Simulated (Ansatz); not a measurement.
# N2 (singlet): density functionals in cc-pVTZ

Aim: run N2 (singlet) with a set of functionals in one basis and compare levels, spin and time.

Program: Ansatz 0.2.0, Gaussian basis. Level of theory: cc-pVTZ, all electrons in the functionals, frozen cores in the correlation of double hybrids and RPA. These are calculated values, not measurements.

To be run: PBE, revPBE, r2SCAN, PBE0, B3LYP, wB97M-V, HSE06, B2PLYP, RPA-PBE.

3 further runs of the same task are left out: 1 for a mislabelled method, 1 that didn't finish, 1 set aside as unsound or not needed.

**1. The geometry**

The geometry is a PBE0/def2-TZVP stationary point (not a proven minimum).

2 atoms, charge 0, spin multiplicity 1.

Atoms are counted from 1 here; the program's logs count them from 0.

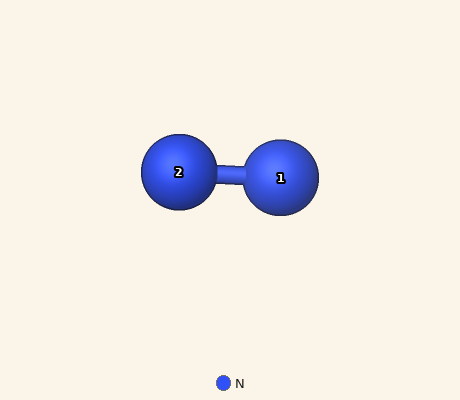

The structure; nitrogen blue; atoms are numbered from 1 in the order of the file.

As a file:

```xyz
2

N     0.0000    0.0000    0.0000
N     0.0000    0.0000    1.0895
```

No dispersion term is added; wB97M-V holds VV10 nonlocal correlation. B3LYP takes the VWN-RPA correlation. HSE06 is the plane-wave form.

**2. PBE (restricted)**

File in.yaml:

```yaml
crystal:
  periodic: [false, false, false]
  atoms:
    - {symbol: N, position_ang: [0.000000, 0.000000, 0.000000]}
    - {symbol: N, position_ang: [0.000000, 0.000000, 1.089486]}
basis:
  gaussian: {orbitals: cc-pVTZ}
hamiltonian: {xc: {name: PBE}}
output: {orbitals: {seedname: orbitals}}
```

Started as:

```
> ansatz run in.yaml --threads 1 --pin off --events-out ev --progress --plain --max-ram 2176MiB
```

The program printed:

```text
Functional definition: PBE
  name "PBE"
  cite "Perdew, Burke & Ernzerhof, Phys. Rev. Lett. 77, 3865 (1996) doi:10.1103/PhysRevLett.77.3865"
  parent pbe
  parameter kappa = 0.804
  parameter beta = 0.06672455060314922
  exchange = pbe_x(kappa = kappa, mu = beta*pi^2/3)
  correlation = pbe_c(beta = beta)
350 factors; their error is unknown
mean field evaluation 1: about -2976.5266 eV, gradient 3.0e1 eV
mean field evaluation 2: about -2976.8795 eV, gradient 2.6e1 eV
mean field evaluation 4: about -2978.1962 eV, gradient 1.3e-1 eV
mean field evaluation 8: about -2978.1887 eV, gradient 3.9e-3 eV
mean field -2978.18871484 eV, -109.4464165814 hartree, gradient 8.2e-6 eV, S^2 0.000000; 0 other end points of the search recorded, 0 dependent functions left out
reference -2978.18872557 eV, -109.4464169759 hartree; 7, 7 occupied and 53, 53 virtual orbitals, 350 factors
Total energy: -2978.18872557 eV, -109.4464169759 hartree
```

It took 0.21 s on 1 thread of AMD EPYC 9R45, shared host.

**3. revPBE (restricted)**

Changes to in.yaml since step 2:

```diff
@@ -7,3 +7,2 @@
   gaussian: {orbitals: cc-pVTZ}
-hamiltonian: {xc: {name: PBE}}
-output: {orbitals: {seedname: orbitals}}
+hamiltonian: {xc: {name: revPBE}}
```

Same command.

The program printed:

```text
Functional definition: revPBE
  name "revPBE"
  cite "Zhang & Yang, Phys. Rev. Lett. 80, 890 (1998) doi:10.1103/PhysRevLett.80.890"
  cite "Perdew, Burke & Ernzerhof, Phys. Rev. Lett. 77, 3865 (1996) doi:10.1103/PhysRevLett.77.3865"
  parameter kappa = 1.245
  parameter beta = 0.06672455060314922
  exchange = pbe_x(kappa = kappa, mu = beta*pi^2/3)
  correlation = pbe_c(beta = beta)
350 factors; their error is unknown
mean field evaluation 1: about -2979.1987 eV, gradient 3.0e1 eV
mean field evaluation 2: about -2979.5834 eV, gradient 2.5e1 eV
mean field evaluation 4: about -2980.8005 eV, gradient 1.3e-1 eV
mean field evaluation 8: about -2980.7931 eV, gradient 5.0e-3 eV
mean field -2980.79314594 eV, -109.5421276592 hartree, gradient 7.7e-6 eV, S^2 0.000000; 0 other end points of the search recorded, 0 dependent functions left out
reference -2980.79315942 eV, -109.5421281547 hartree; 7, 7 occupied and 53, 53 virtual orbitals, 350 factors
Total energy: -2980.79315942 eV, -109.5421281547 hartree
```

Wall time 0.21 s (1 thread of AMD EPYC 9R45, shared host).

**4. r2SCAN (restricted)**

Changes to in.yaml since step 3:

```diff
@@ -7,2 +7,2 @@
   gaussian: {orbitals: cc-pVTZ}
-hamiltonian: {xc: {name: revPBE}}
+hamiltonian: {xc: {name: r2SCAN}}
```

Launched as before.

The program printed:

```text
Functional definition: r2SCAN
  name "r2SCAN"
  cite "Furness, Kaplan, Ning, Perdew & Sun, J. Phys. Chem. Lett. 11, 8208 (2020) doi:10.1021/acs.jpclett.0c02405"
  cite "Furness, Kaplan, Ning, Perdew & Sun, J. Phys. Chem. Lett. 11, 9248 (2020) doi:10.1021/acs.jpclett.0c03077"
  parent r2scan
  parameter k0 = 0.174
  parameter k1 = 0.065
  parameter a1 = 4.9479
  exchange = r2scan_x(k0 = k0, k1 = k1, a1 = a1)
  correlation = r2scan_c
350 factors; their error is unknown
mean field evaluation 1: about -2978.6466 eV, gradient 2.7e1 eV
mean field evaluation 2: about -2979.2243 eV, gradient 1.9e1 eV
mean field evaluation 4: about -2979.8657 eV, gradient 9.7e-2 eV
mean field evaluation 8: about -2979.8628 eV, gradient 9.2e-4 eV
mean field -2979.86280596 eV, -109.5079382956 hartree, gradient 5.0e-6 eV, S^2 0.000000; 0 other end points of the search recorded, 0 dependent functions left out
reference -2979.86280911 eV, -109.5079384113 hartree; 7, 7 occupied and 53, 53 virtual orbitals, 350 factors
Total energy: -2979.86280911 eV, -109.5079384113 hartree
```

Run time: 0.42 s. Hardware: 1 thread of AMD EPYC 9R45, shared host.

**5. PBE0 (restricted)**

Changes to in.yaml since step 4:

```diff
@@ -7,2 +7,3 @@
   gaussian: {orbitals: cc-pVTZ}
-hamiltonian: {xc: {name: r2SCAN}}
+hamiltonian: {xc: {name: PBE0}}
+output: {orbitals: {seedname: orbitals}}
```

Same command.

The program printed:

```text
Functional definition: PBE0
  name "PBE0"
  cite "Adamo & Barone, J. Chem. Phys. 110, 6158 (1999) doi:10.1063/1.478522"
  cite "Perdew, Burke & Ernzerhof, Phys. Rev. Lett. 77, 3865 (1996) doi:10.1103/PhysRevLett.77.3865"
  parent pbe
  parameter a = 0.25
  parameter kappa = 0.804
  parameter beta = 0.06672455060314922
  exchange = (1 - a)*pbe_x(kappa = kappa, mu = beta*pi^2/3) + a*exact_x
  correlation = pbe_c(beta = beta)
356 factors; their error is unknown
mean field evaluation 1: about -2977.2158 eV, gradient 2.2e1 eV
mean field evaluation 2: about -2977.7059 eV, gradient 1.4e1 eV
mean field evaluation 4: about -2978.0509 eV, gradient 7.6e-2 eV
mean field evaluation 8: about -2978.0541 eV, gradient 6.0e-4 eV
mean field -2978.05406250 eV, -109.4414681995 hartree, gradient 2.4e-5 eV, S^2 0.000000; 0 other end points of the search recorded, 0 dependent functions left out
reference -2978.05407070 eV, -109.4414685005 hartree; 7, 7 occupied and 53, 53 virtual orbitals, 356 factors
Total energy: -2978.05407070 eV, -109.4414685005 hartree
```

It took 0.21 s on 1 thread of AMD EPYC 9R45, shared host.

**6. B3LYP (restricted)**

Changes to in.yaml since step 5:

```diff
@@ -7,3 +7,2 @@
   gaussian: {orbitals: cc-pVTZ}
-hamiltonian: {xc: {name: PBE0}}
-output: {orbitals: {seedname: orbitals}}
+hamiltonian: {xc: {name: B3LYP}}
```

Same command.

The program printed:

```text
Functional definition: B3LYP
  name "B3LYP"
  cite "Stephens, Devlin, Chabalowski & Frisch, J. Phys. Chem. 98, 11623 (1994) doi:10.1021/j100096a001"
  cite "Becke, Phys. Rev. A 38, 3098 (1988) doi:10.1103/PhysRevA.38.3098"
  cite "Lee, Yang & Parr, Phys. Rev. B 37, 785 (1988) doi:10.1103/PhysRevB.37.785"
  cite "Vosko, Wilk & Nusair, Can. J. Phys. 58, 1200 (1980) doi:10.1139/p80-159"
  parameter a0 = 0.2
  parameter ax = 0.72
  parameter ac = 0.81
  exchange = (1 - a0 - ax)*slater_x + ax*b88_x + a0*exact_x
  correlation = (1 - ac)*vwn_rpa_c + ac*lyp_c
350 factors; their error is unknown
mean field evaluation 1: about -2980.4029 eV, gradient 2.5e1 eV
mean field evaluation 2: about -2980.9203 eV, gradient 1.8e1 eV
mean field evaluation 4: about -2981.5066 eV, gradient 8.9e-2 eV
mean field evaluation 8: about -2981.5084 eV, gradient 8.0e-4 eV
mean field -2981.50840080 eV, -109.5684127905 hartree, gradient 2.9e-5 eV, S^2 0.000000; 0 other end points of the search recorded, 0 dependent functions left out
reference -2981.50849479 eV, -109.5684162446 hartree; 7, 7 occupied and 53, 53 virtual orbitals, 350 factors
Total energy: -2981.50849479 eV, -109.5684162446 hartree
```

Wall time 0.24 s (1 thread of AMD EPYC 9R45, shared host).

**7. wB97M-V (restricted)**

Changes to in.yaml since step 6:

```diff
@@ -7,2 +7,3 @@
   gaussian: {orbitals: cc-pVTZ}
-hamiltonian: {xc: {name: B3LYP}}
+hamiltonian: {xc: {name: wB97M-V}}
+output: {orbitals: {seedname: orbitals}}
```

Same command.

The program printed, cut to the lines that bear on the results:

```text
Functional definition: wB97M-V
  name "wB97M-V"
  cite "Mardirossian & Head-Gordon, J. Chem. Phys. 144, 214110 (2016) doi:10.1063/1.4952647"
  cite "Becke, J. Chem. Phys. 107, 8554 (1997) doi:10.1063/1.475007"
  cite "Vydrov & Van Voorhis, J. Chem. Phys. 133, 244103 (2010) doi:10.1063/1.3521275"
  # Of w^i u^j: cxij and so on, Table III.
[...]
  gx(w, u) = 1 - cx + cx01*u + cx10*w
  gss(w, u) = css00 + css04*u^4 + css10*w + css20*w^2 + css43*w^4*u^3
  gos(w, u) = cos00 + cos10*w + (cos20 + cos21*u)*w^2 + (cos60 + cos61*u)*w^6
[...]
      + integral(e_c_pw_mod_opposite_spin*gos(b97_w_opposite, b97_u_opposite)) + vv10(b, c)
350 factors; their error is unknown
54 factors; integrals over basis functions are off by at most 1.2e-4 eV
[...]
mean field -2980.90513673 eV, -109.5462432449 hartree, gradient 8.5e-6 eV, S^2 0.000000; 0 other end points of the search recorded, 0 dependent functions left out
reference -2980.90515242 eV, -109.5462438213 hartree; 7, 7 occupied and 53, 53 virtual orbitals, 350 factors
Total energy: -2980.90515242 eV, -109.5462438213 hartree
```

It took 0.6 s on 1 thread of AMD EPYC 9R45, shared host.

**8. HSE06 (restricted)**

Changes to in.yaml since step 7:

```diff
@@ -7,3 +7,2 @@
   gaussian: {orbitals: cc-pVTZ}
-hamiltonian: {xc: {name: wB97M-V}}
-output: {orbitals: {seedname: orbitals}}
+hamiltonian: {xc: {name: HSE06}}
```

Launched as before.

The program printed, cut to the lines that bear on the results:

```text
Functional definition: HSE06
  name "HSE06"
  cite "Heyd, Scuseria & Ernzerhof, J. Chem. Phys. 118, 8207 (2003) doi:10.1063/1.1564060"
  cite "Krukau, Vydrov, Izmaylov & Scuseria, J. Chem. Phys. 125, 224106 (2006) doi:10.1063/1.2404663"
  cite "Heyd & Scuseria, J. Chem. Phys. 120, 7274 (2004) doi:10.1063/1.1668634"
  cite "Ernzerhof & Perdew, J. Chem. Phys. 109, 3313 (1998) doi:10.1063/1.476928"
  cite "Perdew, Burke & Ernzerhof, Phys. Rev. Lett. 77, 3865 (1996) doi:10.1103/PhysRevLett.77.3865"
  parent pbe
[...]
  # The whole range is PBE's own exchange, as in plane waves. The composition of these papers is wPBEh.
[...]
356 factors; their error is unknown
27 factors; integrals over basis functions are off by at most 3.6e-6 eV
[...]
mean field -2977.91204871 eV, -109.4362492889 hartree, gradient 2.5e-5 eV, S^2 0.000000; 0 other end points of the search recorded, 0 dependent functions left out
reference -2977.91205963 eV, -109.4362496902 hartree; 7, 7 occupied and 53, 53 virtual orbitals, 356 factors
Total energy: -2977.91205963 eV, -109.4362496902 hartree
```

Wall time 0.24 s (1 thread of AMD EPYC 9R45, shared host).

**9. B2PLYP (restricted)**

Changes to in.yaml since step 8:

```diff
@@ -7,2 +7,3 @@
   gaussian: {orbitals: cc-pVTZ}
-hamiltonian: {xc: {name: HSE06}}
+hamiltonian: {xc: {name: B2PLYP}}
+correlation: {electrons: outside_noble_gas}
```

Same command.

The program printed, cut to the lines that bear on the results:

```text
Functional definition: B2PLYP
  name "B2PLYP"
  cite "Grimme, J. Chem. Phys. 124, 034108 (2006) doi:10.1063/1.2148954"
  cite "Becke, Phys. Rev. A 38, 3098 (1988) doi:10.1103/PhysRevA.38.3098"
  cite "Lee, Yang & Parr, Phys. Rev. B 37, 785 (1988) doi:10.1103/PhysRevB.37.785"
[...]
365 factors; integrals over basis functions are off by at most 9.2e-4 eV
[...]
mean field -2976.21939973 eV, -109.3740455863 hartree, gradient 1.6e-6 eV, S^2 0.000000; 0 other end points of the search recorded, 0 dependent functions left out
2 core orbitals not correlated: weight in the atoms' cores, before any rotation towards them, 1.000 or more for the frozen orbitals, at most 0.000 for the correlated occupied ones
reference -2976.21946014 eV, -109.3740478061 hartree; 5, 5 occupied and 53, 53 virtual orbitals, 365 factors
second order -12.51453675 eV of doubles, -0.00000000 eV of singles
Total energy: -2979.59838506 eV, -109.4982210066 hartree
```

Wall time 0.33 s (1 thread of AMD EPYC 9R45, shared host).

**10. RPA-PBE**

Changes to in.yaml since step 9:

```diff
@@ -7,3 +7,3 @@
   gaussian: {orbitals: cc-pVTZ}
-hamiltonian: {xc: {name: B2PLYP}}
-correlation: {electrons: outside_noble_gas}
+hamiltonian: {xc: {name: PBE}}
+correlation: {method: rpa, electrons: outside_noble_gas}
```

Launched as before.

The program printed:

```text
Functional definition: PBE
  name "PBE"
  cite "Perdew, Burke & Ernzerhof, Phys. Rev. Lett. 77, 3865 (1996) doi:10.1103/PhysRevLett.77.3865"
  parent pbe
  parameter kappa = 0.804
  parameter beta = 0.06672455060314922
  exchange = pbe_x(kappa = kappa, mu = beta*pi^2/3)
  correlation = pbe_c(beta = beta)
365 factors; integrals over basis functions are off by at most 9.2e-4 eV
mean field evaluation 1: about -2976.5208 eV, gradient 3.0e1 eV
mean field evaluation 2: about -2976.5184 eV, gradient 3.0e1 eV
mean field evaluation 4: about -2978.1876 eV, gradient 8.3e-1 eV
mean field evaluation 8: about -2978.1887 eV, gradient 6.1e-4 eV
mean field -2978.18870444 eV, -109.4464161992 hartree, gradient 1.5e-6 eV, S^2 0.000000; 0 other end points of the search recorded, 0 dependent functions left out
2 core orbitals not correlated: weight in the atoms' cores, before any rotation towards them, 1.000 or more for the frozen orbitals, at most 0.000 for the correlated occupied ones
reference -2965.19040931 eV, -108.9687376639 hartree; 5, 5 occupied and 53, 53 virtual orbitals, 365 factors
Total energy: -2980.34121570 eV, -109.5255195293 hartree
```

Wall time 0.3 s (1 thread of AMD EPYC 9R45, shared host).

**11. Side by side**

```tsv
functional	energy (eV)	⟨S²⟩	time
PBE	-2978.1887	0.000	0.21 s
revPBE	-2980.7932	0.000	0.21 s
r2SCAN	-2979.8628	0.000	0.42 s
PBE0	-2978.0541	0.000	0.21 s
B3LYP	-2981.5085	0.000	0.24 s
wB97M-V	-2980.9052	0.000	0.6 s
HSE06	-2977.9121	0.000	0.24 s
B2PLYP	-2979.5984	0.000	0.33 s
RPA-PBE	-2980.3412	0.000	0.3 s
```

Orbital levels of the runs that wrote orbitals: PBE HOMO -10.09, LUMO -1.64 eV; PBE0 HOMO -12.09, LUMO -0.29 eV; wB97M-V HOMO -14.66, LUMO 2.31 eV.

**12. Summary of results**

| quantity | value |
| --- | --- |
| spread of total energies | 3.6 eV |
| quickest, slowest | PBE 0.21 s, wB97M-V 0.6 s |

In words: Total energies of different functionals can't be ranked; only differences within one functional count.
